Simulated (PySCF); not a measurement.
## C7H5OSi: EPR calculation

The run: EPR calculation of C7H5OSi, multiplicity 2. Method and program: UKS B3LYP, pcH-1 on C H O Si, non-relativistic, mean-field spin-orbit, GIAO (PySCF 2.14.0).

It belongs to a series of runs on one base structure; here: H removed from aryl C.

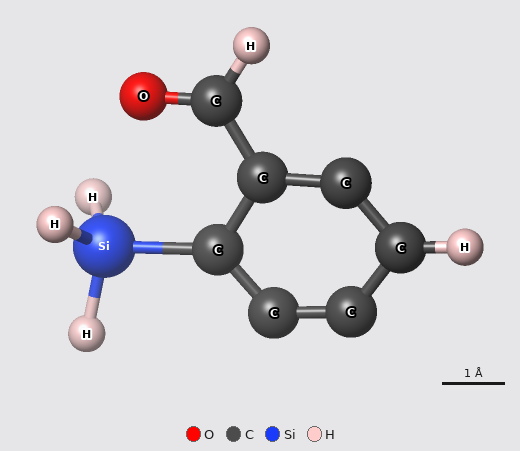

Figure 1. The structure as given in the input (ball-and-stick view, seen at a tilt). Bond lengths as drawn: C–C 1.29 to 1.45 Å, C–H 1.07 to 1.10 Å, C–O 1.21 Å, C–Si 1.89 Å and H–Si 1.46 to 1.48 Å.

Key numbers:

| quantity | value |
| --- | --- |
| outcome | converged |
| total energy | −634.270371 hartree |
| ⟨S²⟩ | 0.869 |
| isotropic g | 2.0019 |
| hardware | 1 CPU thread, shared host |
| wall time | 1.8 min |
| peak memory | 0.97 GiB |

Remarks:

Checks after the run noted: <S^2> over 10 % above the exact value. ⟨S²⟩ is 0.87 against 0.75 for a pure state: the solution is spin-contaminated.

The input:
```
{"job": {"kind": "epr", "basis": "pcH-1"}, "charge": 0, "multiplicity": 2}
O      1.299567     1.977286    -0.116518
C      0.100338     1.838124    -0.018383
C     -0.542690     0.544667     0.040382
C     -1.914130     0.380203     0.154259
C     -2.718345    -0.722741     0.225076
C     -1.791752    -1.729309     0.153703
C     -0.506651    -1.677685     0.047428
C      0.319309    -0.594787    -0.025499
Si     2.197722    -0.441466    -0.180277
H     -0.571424     2.711394     0.032464
H     -3.785809    -0.771987     0.312543
H      2.540592     0.166042    -1.459915
H      2.741029     0.170912     1.025240
H      2.631566    -1.851126    -0.212670
```

The first line tells a small driver script what to run in PySCF; the rest is the geometry in Å.

Launched with:
```bash
OMP_NUM_THREADS=1 python <driver script> task.json out
```

Log:
```
UKS, coarse grid
  cycle   1  E = -634.13253834  |g| = 5.83e-01
  cycle   2  E = -632.70614499  |g| = 1.71e+00
  cycle   3  E = -634.20662462  |g| = 3.14e-01
  cycle   4  E = -634.25981827  |g| = 1.35e-01
  cycle   5  E = -634.26025099  |g| = 1.29e-01
  cycle   6  E = -634.26937863  |g| = 2.68e-02
  cycle   7  E = -634.26989455  |g| = 1.23e-02
  cycle   8  E = -634.27008280  |g| = 7.39e-03
  cycle   9  E = -634.27022302  |g| = 5.36e-03
  cycle  10  E = -634.27030428  |g| = 3.72e-03
  cycle  11  E = -634.27036091  |g| = 2.02e-03
  cycle  12  E = -634.27037456  |g| = 1.16e-03
  cycle  13  E = -634.27037854  |g| = 8.63e-04
UKS, final grid
  cycle   1  E = -634.27036965  |g| = 1.34e-03
  cycle   2  E = -634.27036708  |g| = 2.68e-03
  cycle   3  E = -634.27037078  |g| = 6.02e-04
  cycle   4  E = -634.27037100  |g| = 1.78e-04
  cycle   5  E = -634.27037113  |g| = 1.89e-04
  cycle   6  E = -634.27037122  |g| = 8.55e-05
  cycle   7  E = -634.27037123  |g| = 2.15e-05
E = -634.27037123 Eh   <S^2> = 0.8686 (exact 0.7500)
g shifts (ppm)      1          2          3
  rmc          -165       -165       -165
  gc             54          9          7
  oz_so       -1080        111        200
  total       -1191        -46         41
hyperfine (MHz)  atom isotope    a_iso     a_fc   dipolar eigenvalues
    0   17O       0.20       0.20     -1.48     -0.55      2.03
    1   13C      19.21      19.21     -1.51     -1.23      2.73
    2   13C      83.12      83.13     -8.54      1.20      7.34
    3   13C     223.75     223.90    -74.25    -61.82    136.08
    4   13C      40.75      40.76     -5.48     -3.14      8.63
    5   13C      21.81      21.76    -52.32     18.46     33.86
    6   13C     164.16     164.24    -47.75    -37.66     85.41
    7   13C      61.84      61.85     -6.42      0.04      6.38
    8  29Si      -6.39      -6.40     -2.08      0.97      1.12
    9    1H       4.34       4.34     -4.48     -2.68      7.16
   10    1H      17.03      17.03     -7.38     -3.96     11.33
   11    1H      -0.62      -0.62     -1.06     -0.61      1.67
   12    1H      -0.63      -0.63     -1.06     -0.61      1.68
   13    1H       3.63       3.63     -1.73     -1.10      2.84
```

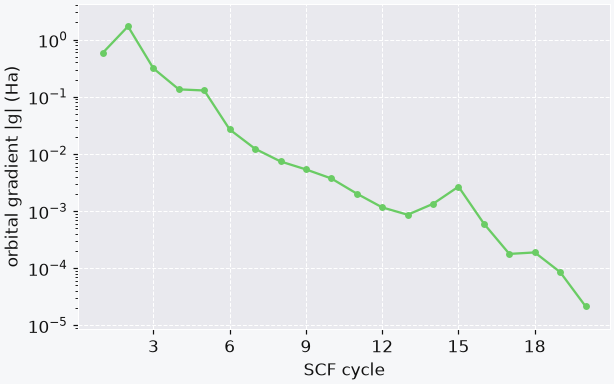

Figure 2. Convergence of the self-consistent field: orbital gradient |g| against the SCF cycle. All cycles printed in the log are drawn one after another.

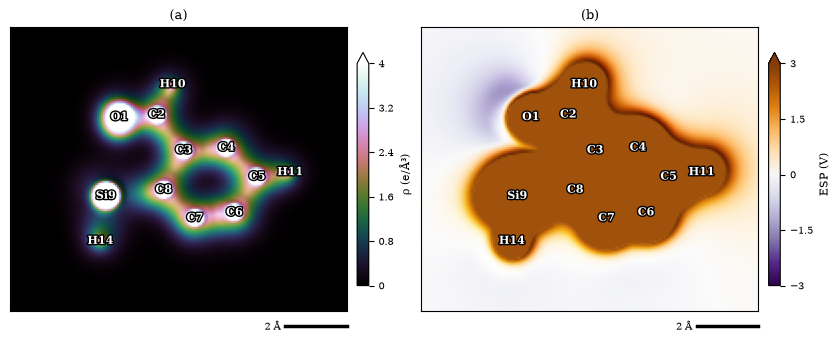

Figure 3. (a) electron density; (b) electrostatic potential on the plane of atoms C3, C8 and Si9. C–O (1.21 Å): ρ is about 3.3 e/Å³ halfway. C–C (1.29 Å): ρ is about 2.5 e/Å³ halfway. C–H (1.07 Å): ρ is about 2.1 e/Å³ halfway.

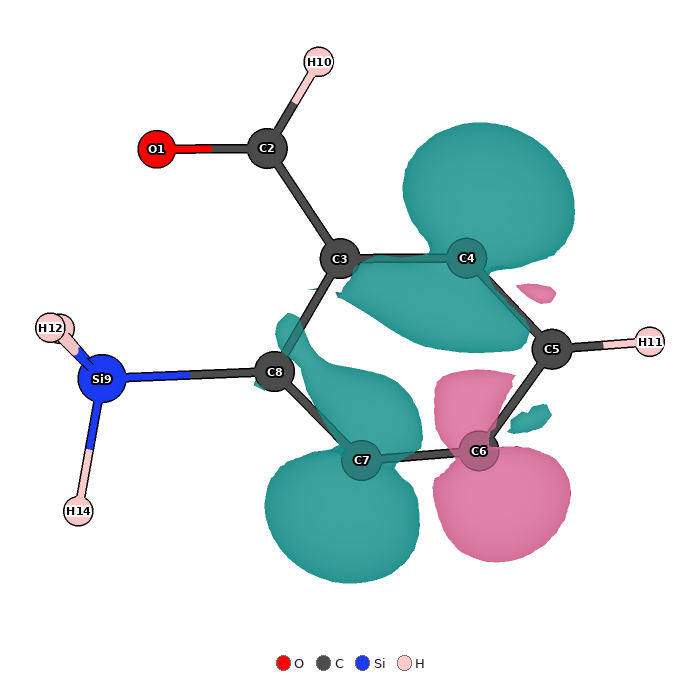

Figure 4. Isosurfaces of the spin density (α minus β) at +0.03 (teal) and −0.03 e/Å³ (pink), seen face on. The unpaired spin (1 electron) lies mostly on C4 (about 0.7) and C7 (about 0.4), in electrons by Hirshfeld's partition, with opposite, polarisation-induced spin on C6.
